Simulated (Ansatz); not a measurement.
# TiB2 (P6/mmm): cell relaxations under several functionals from a Python script

Aim: cell relaxations under several functionals, for TiB2 (P6/mmm), run from a script.

Computed with the Python package of Ansatz 0.2.0. The levels of theory stand in the script.

### 1 The system

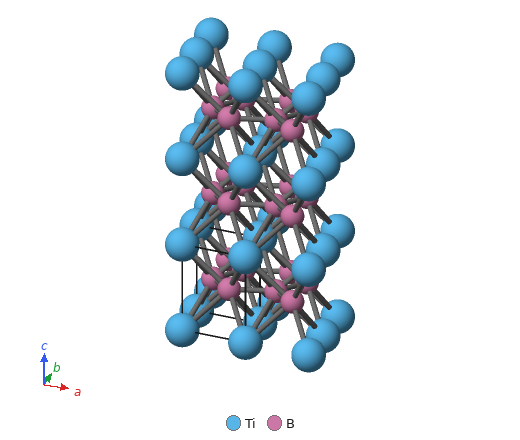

The starting structure, viewed slightly off an axis; titanium blue, boron pink. 2×2×3 cells are drawn. Atoms on cell faces are repeated.

The script holds or builds the structure itself.

### 2 The code

File lattice_tib2.py:

```python
"""Relaxed cell of TiB2 under several functionals."""

import ansatz as az
import numpy as np

def edges_and_angles(cell):
    cell = np.asarray(cell)
    a, b, c = np.linalg.norm(cell, axis=1)
    cosines = cell[1] @ cell[2] / (b * c), cell[0] @ cell[2] / (a * c), cell[0] @ cell[1] / (a * b)
    return (a, b, c, *np.degrees(np.arccos(cosines)))


def main() -> None:
    vectors = np.array([
        [3.0292, 0.0, 0.0],
        [-1.5146, 2.623364, 0.0],
        [0.0, 0.0, 3.2284],
    ])
    tib2 = (
        az.Lattice.of(vectors)
        .atom("Ti", [0.0, 0.0, 0.0])
        .atom("B", [1 / 3, 2 / 3, 0.5])
        .atom("B", [2 / 3, 1 / 3, 0.5])
    )

    model = tib2.calculation()
    model = model.occupations("methfessel_paxton", width=0.05)
    model = model.kpoints(13, 13, 10)
    model = model.relax(cell=True)

    levels = [("revpbe", "d3bj"), ("rpbe", "none"), ("r2scan", "d4"), ("lda", "none")]
    print("level            a       b       c    alpha   beta  gamma  V/atom  steps")
    for name, dispersion in levels:
        seen = []
        run = model.functional(name, dispersion=dispersion).session().plan()
        out = run.execute(on_event=lambda e: seen.append(e) if e["event"] == "relax_step" else None)
        cell = out.lattice.cell_ang
        label = name if dispersion == "none" else f"{name}+{dispersion}"
        print("{:13s} {:7.4f} {:7.4f} {:7.4f} {:6.2f} {:6.2f} {:6.2f}".format(label, *edges_and_angles(cell)), f"{abs(np.linalg.det(cell)) / len(out.lattice.sites):7.3f} {len(seen):5d}")


if __name__ == "__main__":
    main()
```

### 3 The calls as engine input

The package turns the script's settings into the engine's input (first run):

```yaml
crystal:
  lattice:
    - [3.0292, 0.0, 0.0]
    - [-1.5146, 2.623364, 0.0]
    - [0.0, 0.0, 3.2284]
  atoms:
    - { symbol: Ti, position: [0.0, 0.0, 0.0] }
    - { symbol: B, position: [0.3333333333333333, 0.6666666666666666, 0.5] }
    - { symbol: B, position: [0.6666666666666666, 0.3333333333333333, 0.5] }
kpoints:
  mp_grid:
    grid: [13, 13, 10]
hamiltonian:
  xc: revpbe
  dispersion: d3bj
scf:
  occupations:
    method: methfessel_paxton
    width: 0.05
relax:
  cell: {}
```

### 4 Launch

Run with:

```sh
python lattice_tib2.py
```

Log:

```text
level            a       b       c    alpha   beta  gamma  V/atom  steps
DeckWarning: basis.ecutwfc = 420 eV, auto-derived from the records' recommended cutoffs: set by Ti (normal level)
revpbe+d3bj    2.9882  2.9882  3.1600  90.00  90.00 120.00   8.146     7
rpbe           3.0483  3.0483  3.2490  90.00  90.00 120.00   8.715     6
DeckWarning: basis.ecutwfc = 500 eV, auto-derived from the records' recommended cutoffs: set by Ti (their level for a meta-GGA)
r2scan+d4      3.0162  3.0162  3.2054  90.00  90.00 120.00   8.418     5
lda            2.9935  2.9935  3.1607  90.00  90.00 120.00   8.176     7
```

(Warnings from the package without file and line.)

Run time: 77 s. Hardware: 1 thread of Arm Neoverse V1, shared host; peak memory 0.52 GiB.

### 5 What each run gave

From the records of these 4 runs:

| run | functional | dispersion | energy (eV/atom) | final volume (Å³/atom) | pressure (GPa) | SCF cycles in all | CPU time (s) |
| --- | --- | --- | --- | --- | --- | --- | --- |
| 1 | revpbe | d3bj | -940.6085 | 8.15 | 0.00 | 29 | 17 |
| 2 | rpbe | none | -940.3865 | 8.71 | 0.03 | 23 | 14 |
| 3 | r2scan | d4 | -940.4116 | 8.42 | 0.00 | 26 | 28 |
| 4 | lda | none | -917.7675 | 8.18 | 0.00 | 29 | 16 |

Energies are free energies F = E - TS of the smeared occupations. Totals under unlike functionals or potentials can't be compared directly.

### 6 The relaxation of run 1, step by step

Relaxation path:

```
step  energy from step 1 (eV/cell)  largest force component (eV/Å)  pressure (GPa)  volume (Å³)
   1                        0.0000                          0.0000          -11.97        25.66
   2                       -0.0456                          0.0000           -3.01        24.70
   3                       -0.0489                          0.0000            0.35        24.41
   4                       -0.0489                          0.0000            0.00        24.44
   5                       -0.0475                          0.0000           -0.06        24.44
   6                       -0.0475                          0.0000            0.00        24.44
   7                       -0.0475                          0.0000            0.00        24.44
```

Step 1 is the start. Steps 5, 7 each repeat the geometry before them on a plane-wave basis chosen anew, so the energy can jump there without any move.

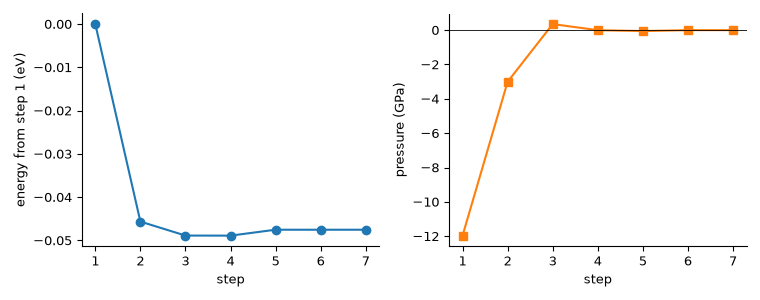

Energy and pressure along the relaxation.

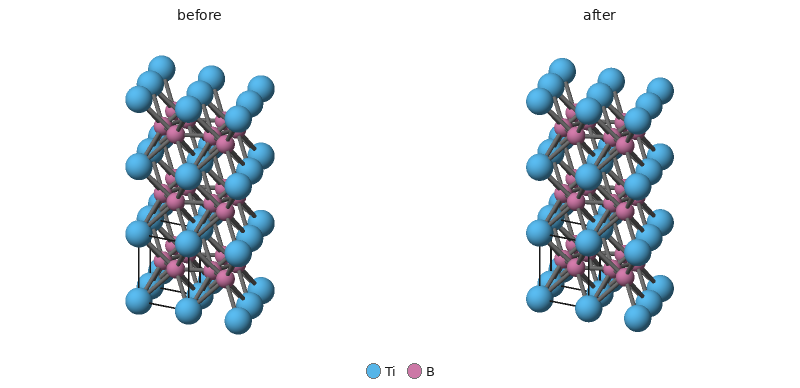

The structure before (left) and after (right) the relaxation, drawn at the same scale. The change is too small to see at this scale.

|  | before | after | change |
| --- | --- | --- | --- |
| a (Å) | 3.029 | 2.988 | -1.4 % |
| b (Å) | 3.029 | 2.988 | -1.4 % |
| c (Å) | 3.228 | 3.160 | -2.1 % |
| volume (Å³/atom) | 8.55 | 8.15 | -4.7 % |
| shortest distance (Å) | 1.749 | 1.725 | -1.4 % |
| space group (0.01 Å) | P6/mmm | P6/mmm | same |

Forces and stress were held to the start's 24 operations: a distortion of lower symmetry was not tested.

### 7 Path of the relaxation of run 4

Step by step:

```
step  E - E(step 1) (eV/cell)  largest force component (eV/Å)  pressure (GPa)  volume (Å³)
   1                   0.0000                          0.0000          -11.27        25.66
   2                  -0.0409                          0.0000           -2.49        24.74
   3                  -0.0434                          0.0000            0.25        24.52
   4                  -0.0434                          0.0000            0.00        24.54
   5                  -0.0417                          0.0000           -0.10        24.54
   6                  -0.0417                          0.0000            0.00        24.53
   7                  -0.0417                          0.0000            0.00        24.53
```

Step 1 is the start. Steps 5, 7 each repeat the geometry before them on a plane-wave basis chosen anew, so the energy can jump there without any move.

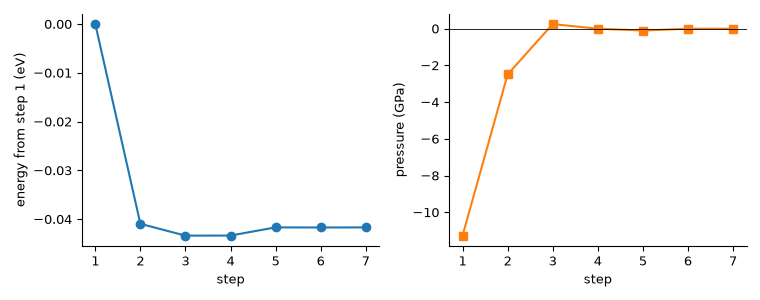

Energy and pressure along the relaxation.

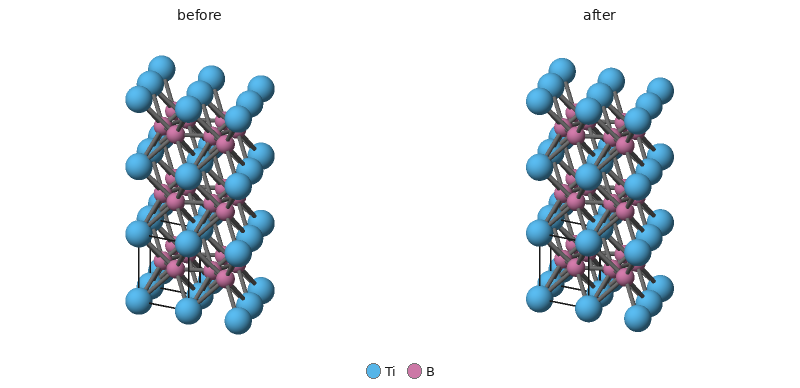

The structure before (left) and after (right) the relaxation, drawn at the same scale. The change is too small to see at this scale.

|  | before | after | change |
| --- | --- | --- | --- |
| a (Å) | 3.029 | 2.993 | -1.2 % |
| b (Å) | 3.029 | 2.993 | -1.2 % |
| c (Å) | 3.228 | 3.161 | -2.1 % |
| volume (Å³/atom) | 8.55 | 8.18 | -4.4 % |
| shortest distance (Å) | 1.749 | 1.728 | -1.2 % |
| space group (0.01 Å) | P6/mmm | P6/mmm | same |

Forces and stress were held to the start's 24 operations: a distortion of lower symmetry was not tested.

### 8 Results

| quantity | value |
| --- | --- |
| runs compared | 4 |
| relaxed volume | 8.15 (revpbe d3bj) to 8.71 Å³/atom (rpbe) |

**Reading.** From smallest to largest: revPBE+D3BJ (8.15 Å³ an atom, -4.7 % against the start), LDA (8.18 Å³ an atom, -4.4 % against the start), r2SCAN+D4 (8.42 Å³ an atom, -1.6 % against the start) and RPBE (8.71 Å³ an atom, +1.9 % against the start). The spread is 7.0 % in volume. In run 1, the volume shrank by 4.7 % over 4 moves, and the space group stayed P6/mmm. In run 4, the volume shrank by 4.4 % over 4 moves, and the space group stayed P6/mmm. Caveats:
- No spin polarisation was allowed.
- Forces vanish by symmetry, so the ions can't move, and the end may be a saddle.
